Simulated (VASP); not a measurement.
Band structure of HfO$_{2}$ (fluorite). Calculation: PBEsol GGA, VASP's PBE PAW potentials (set 64) (plane waves; VASP).

Unless said otherwise, spin-orbit coupling is left out, though it shifts the bands of the heavy elements here.

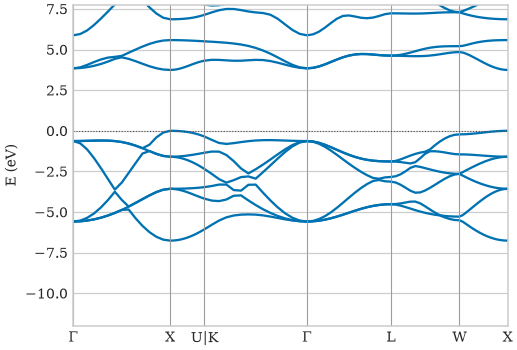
*Bands along high-symmetry lines, zero at the valence-band maximum or, without a gap, the Fermi level*

Problem. Read the plot: is there a gap, and where are the band edges?

Solution. The gap is direct, 3.75 eV, from the valence maximum at X to the conduction minimum at X. (Edges off the drawn lines would not show.)

The compound is HfO2 in the fluorite structure, the high-temperature cubic form, which is unstable at 0 K; the monoclinic form is the stable one. It was relaxed first.
